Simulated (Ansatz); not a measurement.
**SiH4 (SMILES [SiH4]) at wB97X/6-31G**

What is the electronic atomisation energy of SiH4 at wB97X/6-31G? 

Program for the calculation: Ansatz 0.2.0.

53 further runs of the same task are left out: 2 that didn't finish, 51 set aside as unsound or not needed.

## (1) Starting point

The species is SiH4 (5 atoms), meant as a singlet with charge 0. As SMILES, `[SiH4]`. The coordinates come from a PBE0-D4/def2-TZVP relaxation.

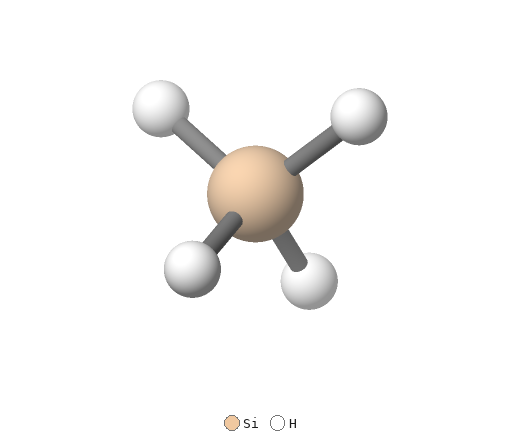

The structure, seen from a chosen angle (silicon light orange, hydrogen white).

## (2) The energy at wB97X/6-31G

input.yaml

```yaml
crystal:
  periodic: [false, false, false]
  atoms:
    - {symbol: Si, position_ang: [-0.000000, 0.000000, -0.000100]}
    - {symbol: H, position_ang: [0.967600, -0.688400, 0.890900]}
    - {symbol: H, position_ang: [-1.331000, 0.044900, 0.656000]}
    - {symbol: H, position_ang: [-0.105100, -0.740300, -1.282600]}
    - {symbol: H, position_ang: [0.468500, 1.383800, -0.264200]}
basis:
  gaussian:
    orbitals: 6-31G
hamiltonian:
  xc: {name: wB97X}
accuracy: high
```

Run with:

```console
ansatz run input.yaml --threads 1 --pin off --max-ram 2610MiB --events-out events.jsonl --progress --plain --runs-dir runs
```

Output:

```text
Warning: RAYON_NUM_THREADS=1 ignored (pool sized by the plan → 1); use --threads N
Functional definition: wB97X
  name "wB97X"
  parameter omega = 0.3/bohr
  parameter cx = 0.157706
  parameter cx1 = 0.726479
  parameter cx2 = 1.04760
  parameter cx3 = -5.70635
  parameter cx4 = 13.2794
  parameter css1 = -4.33879
  parameter css2 = 18.2308
  parameter css3 = -31.7430
  parameter css4 = 17.2901
  parameter cos1 = 2.37031
  parameter cos2 = -11.3995
  parameter cos3 = 6.58405
  parameter cos4 = -3.78132
  exchange = spin_sum(e_x_unif_sr(omega)*poly(b97_u_x, 1 - cx, cx1, cx2, cx3, cx4)) + cx*exact_x_sr(omega)
      + exact_x_lr(omega)
  correlation = spin_sum(e_c_pw_same_spin*poly(b97_u_same, 1, css1, css2, css3, css4))
      + integral(e_c_pw_opposite_spin*poly(b97_u_opposite, 1, cos1, cos2, cos3, cos4))
483 factors; integrals over basis functions are off by at most 2.8e-9 eV
197 factors; integrals over basis functions are off by at most 1.3e-9 eV
mean field evaluation 1: about -7940.5683 eV, gradient 4.0e0 eV
mean field evaluation 2: about -7940.6520 eV, gradient 8.6e-1 eV
mean field evaluation 4: about -7940.6530 eV, gradient 1.8e-1 eV
mean field evaluation 8: about -7940.6531 eV, gradient 5.7e-4 eV
mean field -7940.65310184 eV, -291.8136191246 hartree, gradient 3.0e-9 eV, S^2 0.000000; 0 other end points of the search recorded, 0 dependent functions left out
reference -7940.65309930 eV, -291.8136190312 hartree; 9, 9 occupied and 12, 12 virtual orbitals, 483 factors
Total energy: -7940.65309930 eV, -291.8136190312 hartree
```

Run time: 3.9 s. Hardware: 1 thread of Arm Neoverse V1, shared host; peak memory 0.2 GiB.

## (3) The H atom

run.yaml

```yaml
crystal:
  periodic: [false, false, false]
  atoms:
    - symbol: H
      position_ang: [0.000000, 0.000000, 0.000000]
basis:
  gaussian: {orbitals: 6-31G}
magnetization: {spin_polarized: true, initial_magnetization: 1}
hamiltonian: {xc: {name: wB97X}}
accuracy: high
```

Run with:

```console
ansatz run run.yaml --threads 1 --pin off --max-ram 2610MiB --events-out events.jsonl --progress --plain --runs-dir runs
```

Output, cut to the lines that bear on the results:

```text
Warning: RAYON_NUM_THREADS=1 ignored (pool sized by the plan → 1); use --threads N
[... 2 set-up lines as earlier in the session ...]
[...]
      + exact_x_lr(omega)
[...]
      + integral(e_c_pw_opposite_spin*poly(b97_u_opposite, 1, cos1, cos2, cos3, cos4))
3 factors; integrals over basis functions are off by at most 5.4e-10 eV
3 factors; integrals over basis functions are off by at most 5.2e-10 eV
[...]
mean field -13.58722251 eV, -0.4993212176 hartree, gradient 4.4e-9 eV, S^2 0.750000; 0 other end points of the search recorded, 0 dependent functions left out
reference -13.58722266 eV, -0.4993212230 hartree; 1, 0 occupied and 1, 2 virtual orbitals, 3 factors
Total energy: -13.58722266 eV, -0.4993212230 hartree
```

It took 0.46 s on 1 thread of Arm Neoverse V1, shared host; peak memory 0.091 GiB.

## (4) The Si atom

input.yaml

```yaml
basis:
  gaussian: {orbitals: 6-31G}
crystal:
  periodic: [false, false, false]
  atoms:
    - {symbol: Si, position_ang: [0.000000, 0.000000, 0.000000]}
magnetization: {spin_polarized: true, initial_magnetization: 2}
hamiltonian: {xc: {name: wB97X}}
accuracy: high
```

Run the same way, it converges to -289.33677 Eh (log not shown).

## (5) What came out

At wB97X/6-31G:

```
                     quantity          value
       molecule: total energy  -291.81362 Eh
         H atom: total energy    -0.49932 Eh
                 H atom: ⟨S²⟩          0.750
        Si atom: total energy  -289.33677 Eh
                Si atom: ⟨S²⟩          2.001
electronic atomisation energy      13.050 eV
```

What this shows: Taking the molecule apart into free atoms costs 13.05 eV (301 kcal/mol), before zero-point energy and without spin-orbit coupling. The basis has no polarisation functions, which makes bonds too weak.
